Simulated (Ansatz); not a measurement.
**C2H7FOSi: geometry relaxation (part 2 of 2)**

The same run, continued: C2H7FOSi; RKS PBE-D4/def2-SVP (Ansatz 0.2.0). The geometry: force-field start.

Geometry of the input (Å):
```
C  -1.2960  -0.5468  -0.9370
Si -0.1389  -0.8389  0.4151
C  0.9804  0.6067  0.6763
O  1.8660  1.0674  -0.4135
F  0.2762  1.6859  1.0266
H  -0.8280  -0.2992  -1.8965
H  -1.9885  -1.3515  -1.0915
H  -1.9208  0.3917  -0.7298
H  0.6381  -2.0527  0.1320
H  -0.8874  -1.1441  1.6866
H  1.6865  0.3958  1.5390
H  1.6893  2.0304  -0.3732
```

## Trajectory as extended XYZ (Å, eV, eV/Å), 10 frames, from step=1 to step=10
```
12
Properties=species:S:1:pos:R:3:forces:R:3 step=1 energy=-14809.45091
C    -1.2960   -0.5468   -0.9370   -1.2797   2.3984  -0.6711
Si   -0.1389   -0.8389    0.4151   -0.2482  -1.2944   0.3261
C     0.9804    0.6067    0.6763    3.8483   0.5100  -0.2687
O     1.8660    1.0674   -0.4135   -1.1936  -0.9338   0.5408
F     0.2762    1.6859    1.0266   -1.8003   1.7821   0.8134
H    -0.8280   -0.2992   -1.8965    0.4487  -0.1502  -0.3369
H    -1.9885   -1.3515   -1.0915   -0.7695  -0.9676  -0.1636
H    -1.9208    0.3917   -0.7298    0.4313  -0.8552   0.0197
H     0.6381   -2.0527    0.1320    0.5679  -0.4799  -0.0877
H    -0.8874   -1.1441    1.6866    0.0864   0.2610   0.1085
H     1.6865    0.3958    1.5390   -0.2812  -0.1723  -0.1190
H     1.6893    2.0304   -0.3732    0.1900  -0.0981  -0.1615
12
Properties=species:S:1:pos:R:3:forces:R:3 step=2 energy=-14809.84813
C    -1.3134   -0.5042   -0.9618   -0.5916   0.8919  -0.4930
Si   -0.1161   -0.8632    0.3927   -0.0664  -0.5713   0.5885
C     0.9972    0.6197    0.7501    1.7062  -0.0822  -1.0168
O     1.7796    0.9744   -0.4314   -0.8875  -0.1154   0.9605
F     0.2199    1.6993    1.0738   -0.5617   0.6785   0.3520
H    -0.8057   -0.2848   -1.9203    0.1239  -0.0689  -0.0393
H    -2.0228   -1.3259   -1.1279   -0.1629  -0.3004  -0.0306
H    -1.9220    0.4085   -0.7217    0.2378  -0.3294   0.0230
H     0.7398   -2.0598    0.1123    0.0828  -0.0830  -0.0532
H    -0.8365   -1.0818    1.7015   -0.0315  -0.1054  -0.0492
H     1.6975    0.4140    1.6089   -0.1303   0.1946  -0.0774
H     1.6594    1.9484   -0.4421    0.2813  -0.1090  -0.1645
12
Properties=species:S:1:pos:R:3:forces:R:3 step=3 energy=-14809.97183
C    -1.3203   -0.4792   -0.9672   -0.0609  -0.1088  -0.2098
Si   -0.1278   -0.8913    0.4244    0.0569  -0.0820   0.2058
C     1.0028    0.6369    0.7537    0.5464  -0.2274  -0.7703
O     1.7062    0.9377   -0.4591   -0.6394   0.4476   0.6853
F     0.1932    1.7229    1.0836   -0.1108   0.1131   0.0869
H    -0.7674   -0.2628   -1.9070   -0.0236  -0.0060   0.1189
H    -2.0278   -1.3145   -1.1623    0.0904   0.0651   0.0296
H    -1.9162    0.4148   -0.7021   -0.0061   0.0730   0.0262
H     0.7566   -2.0746    0.1129   -0.0689   0.0563  -0.0122
H    -0.8604   -1.1554    1.7198    0.0138  -0.0416  -0.0880
H     1.7233    0.4835    1.5991   -0.0631   0.1632   0.0286
H     1.7145    1.9267   -0.4617    0.2653  -0.4525  -0.1011
12
Properties=species:S:1:pos:R:3:forces:R:3 step=4 energy=-14810.04739
C    -1.3349   -0.4830   -0.9606    0.1044  -0.0038   0.0744
Si   -0.1376   -0.9162    0.4321    0.2054   0.0701   0.0926
C     0.9934    0.6351    0.7369    0.2423   0.5987  -0.0805
O     1.6132    0.9554   -0.4692   -0.2789  -0.7032  -0.3054
F     0.1281    1.7020    1.0723   -0.3206  -0.0097   0.1428
H    -0.7604   -0.2672   -1.8833   -0.0232   0.0193  -0.0020
H    -2.0470   -1.3079   -1.1635    0.0284   0.0062   0.0142
H    -1.9096    0.4232   -0.6857    0.0008   0.0195  -0.0091
H     0.7478   -2.0804    0.0812   -0.0211  -0.0468  -0.0152
H    -0.8627   -1.2245    1.7162    0.0242   0.0237  -0.0183
H     1.7428    0.6300    1.5775   -0.2256  -0.3497  -0.0431
H     1.9039    1.8781   -0.4199    0.2639   0.3757   0.1497
12
Properties=species:S:1:pos:R:3:forces:R:3 step=5 energy=-14809.90617 accepted=F
C    -1.3288   -0.4750   -0.9463    0.1389  -0.2106   0.1751
Si   -0.1312   -0.9345    0.4462    0.0510   0.2599  -0.1178
C     0.9575    0.6584    0.7078   -0.2692   0.3282   0.4626
O     1.5055    0.9568   -0.5145    2.0683   2.6818   0.0642
F     0.0402    1.6971    1.0739    0.0156  -0.2464   0.0533
H    -0.7425   -0.2554   -1.8596   -0.0363   0.0298  -0.0239
H    -2.0386   -1.3003   -1.1561   -0.0058   0.0457  -0.0268
H    -1.8938    0.4316   -0.6589   -0.0185   0.0398  -0.0052
H     0.7509   -2.0938    0.0645    0.0045  -0.0032   0.0268
H    -0.8502   -1.2640    1.7252    0.0254   0.0292   0.0261
H     1.7125    0.6721    1.5460   -0.2084  -0.2432  -0.2147
H     2.0954    1.8516   -0.3942   -1.7654  -2.7108  -0.4197
12
Properties=species:S:1:pos:R:3:forces:R:3 step=6 energy=-14810.09705
C    -1.3281   -0.4780   -0.9487    0.0760  -0.0268   0.0669
Si   -0.1194   -0.9149    0.4354    0.0440   0.0798  -0.0360
C     0.9760    0.6615    0.7199   -0.1695  -0.1128  -0.0460
O     1.5792    0.9572   -0.4930   -0.0108  -0.0038  -0.0248
F     0.0686    1.6919    1.0557   -0.1109   0.0872   0.1059
H    -0.7665   -0.2516   -1.8767   -0.0030  -0.0013   0.0068
H    -2.0378   -1.3046   -1.1499    0.0022   0.0001  -0.0036
H    -1.9036    0.4257   -0.6660    0.0041   0.0013   0.0109
H     0.7576   -2.0823    0.0674    0.0003  -0.0072   0.0172
H    -0.8435   -1.2285    1.7180    0.0365   0.0142   0.0024
H     1.7038    0.6300    1.5725   -0.0375  -0.0636  -0.0608
H     1.9906    1.8383   -0.4004    0.1686   0.0329  -0.0389
12
Properties=species:S:1:pos:R:3:forces:R:3 step=7 energy=-14810.11421
C    -1.3360   -0.4836   -0.9458    0.0211  -0.0373   0.0315
Si   -0.1164   -0.9072    0.4271   -0.0223   0.0168  -0.0305
C     0.9536    0.6743    0.7122   -0.0112   0.0858  -0.1068
O     1.5674    0.9783   -0.4963   -0.0098  -0.0015   0.0493
F     0.0392    1.7010    1.0586    0.0009  -0.0260   0.0645
H    -0.7828   -0.2496   -1.8765    0.0045  -0.0005  -0.0091
H    -2.0393   -1.3164   -1.1448    0.0006   0.0080  -0.0069
H    -1.9166    0.4148   -0.6574   -0.0046   0.0042   0.0104
H     0.7675   -2.0685    0.0581    0.0220   0.0028   0.0092
H    -0.8206   -1.2282    1.7172    0.0045   0.0075   0.0177
H     1.6782    0.6271    1.5659   -0.0406  -0.0087  -0.0549
H     2.0826    1.8027   -0.3844    0.0349  -0.0512   0.0255
12
Properties=species:S:1:pos:R:3:forces:R:3 step=8 energy=-14810.11902
C    -1.3703   -0.5063   -0.9566    0.0422   0.0209   0.0152
Si   -0.1202   -0.8750    0.4031    0.0142  -0.0979   0.0748
C     0.9475    0.7028    0.7030   -0.0870  -0.1118   0.0704
O     1.5767    1.0252   -0.4841    0.0984   0.0984  -0.1076
F     0.0442    1.7209    1.0906   -0.0255   0.0808  -0.0013
H    -0.8409   -0.2803   -1.9034   -0.0024   0.0006  -0.0069
H    -2.0549   -1.3614   -1.1255    0.0066   0.0165   0.0031
H    -1.9690    0.3836   -0.6775   -0.0081  -0.0075   0.0031
H     0.7875   -2.0237    0.0403   -0.0137   0.0295  -0.0047
H    -0.7977   -1.2080    1.7082   -0.0026   0.0208  -0.0361
H     1.6648    0.6132    1.5564    0.0155  -0.0238   0.0021
H     2.2092    1.7538   -0.3205   -0.0376  -0.0263  -0.0120
12
Properties=species:S:1:pos:R:3:forces:R:3 step=9 energy=-14810.12029
C    -1.3570   -0.5013   -0.9532   -0.0067  -0.0205  -0.0153
Si   -0.1294   -0.8847    0.4213   -0.0019   0.0857  -0.0006
C     0.9386    0.6990    0.7019    0.0617  -0.0338  -0.0124
O     1.5501    1.0164   -0.5031   -0.0343  -0.0233   0.0143
F     0.0643    1.7358    1.1023   -0.0095  -0.0327   0.0143
H    -0.8122   -0.2316   -1.8800    0.0037   0.0052   0.0130
H    -2.0194   -1.3626   -1.1688   -0.0084  -0.0061   0.0004
H    -1.9849    0.3634   -0.6589    0.0116   0.0019   0.0020
H     0.7895   -2.0236    0.0704    0.0012  -0.0216  -0.0078
H    -0.8259   -1.2080    1.7164    0.0073   0.0077  -0.0048
H     1.6812    0.5969    1.5338   -0.0357   0.0227   0.0062
H     2.1821    1.7452   -0.3480    0.0110   0.0148  -0.0093
12
Properties=species:S:1:pos:R:3:forces:R:3 step=10 energy=-14810.12114
C    -1.3547   -0.5004   -0.9532   -0.0010   0.0000  -0.0009
Si   -0.1247   -0.8862    0.4184    0.0021   0.0012   0.0024
C     0.9434    0.6938    0.7034    0.0106  -0.0122  -0.0196
O     1.5546    1.0147   -0.4997   -0.0118  -0.0052   0.0080
F     0.0524    1.7201    1.0983   -0.0114   0.0112   0.0090
H    -0.8100   -0.2481   -1.8848   -0.0021   0.0001   0.0026
H    -2.0326   -1.3535   -1.1549    0.0056   0.0069   0.0017
H    -1.9646    0.3786   -0.6633    0.0020  -0.0028  -0.0024
H     0.7836   -2.0333    0.0613   -0.0014  -0.0044   0.0047
H    -0.8188   -1.2047    1.7156    0.0024  -0.0005  -0.0015
H     1.6780    0.6049    1.5430   -0.0037   0.0003  -0.0072
H     2.1703    1.7588   -0.3500    0.0088   0.0055   0.0032
```

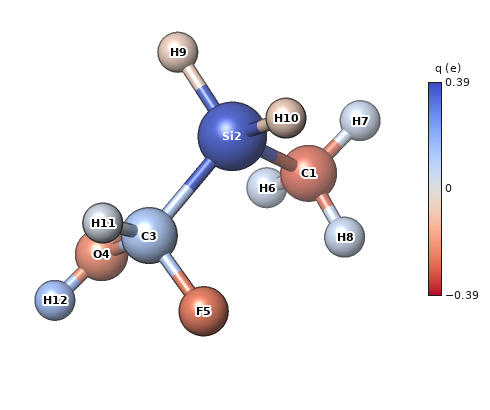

**Figure 1.** Mulliken charges, as the colour of each atom (ball-and-stick view, seen at a tilt; atoms are numbered from 1 in the order of the input). By element: C −0.29 to +0.12, Si +0.37, O −0.24, F −0.25 and H −0.07 to +0.17 e.

## Key numbers

| quantity | value |
| --- | --- |
| outcome | converged |
| total energy | −14810.1212 eV |
| mean-field energy | −14809.8992 eV |
| dispersion energy | −0.2219 eV |
| SCF solution under orbital rotations | stable |
| largest force (length of the vector) at the end | 0.025 eV/Å |
| dipole moment | 1.19 D |
| wall time | 14 s (CPU time 48 s) |
| peak memory | 0.16 GiB |
